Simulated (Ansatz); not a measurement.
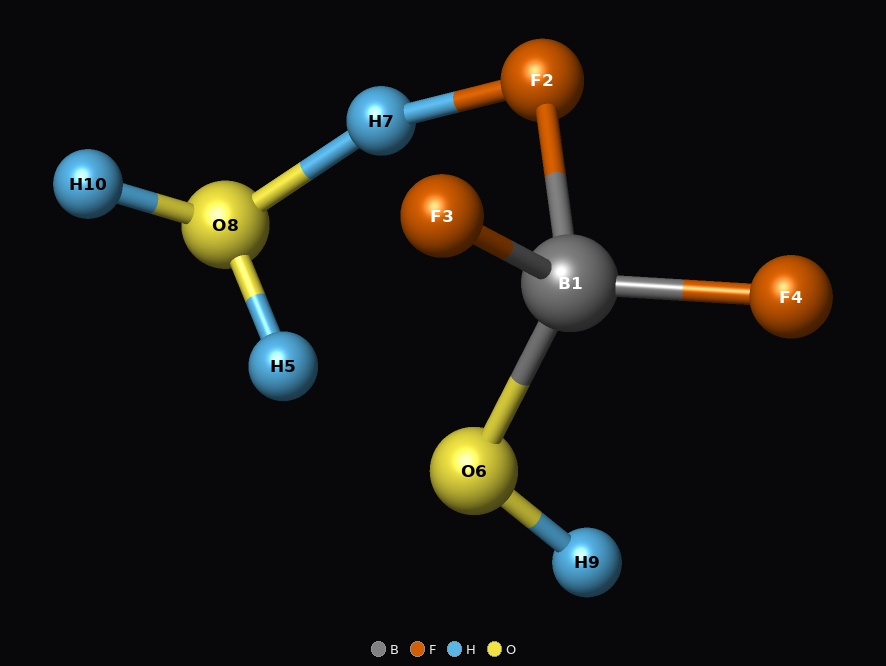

Sticks follow a distance rule. Harmonic vibrations computed with RKS PBE0-D4/def2-TZVP (Ansatz 0.2.0) at a stationary point of the same level.

How many imaginary frequencies does it have?

A first-order saddle point: one imaginary frequency, 326i cm⁻¹.

List the wavenumbers.

24 modes: 326i, 49, 282, 304, 346, 401, 449, 490, 511, 547, 560, 652, 792, 943, 1049, 1192, 1335, 1379, 1426, 1628, 1736, 2989, 3861, 3904 cm⁻¹.
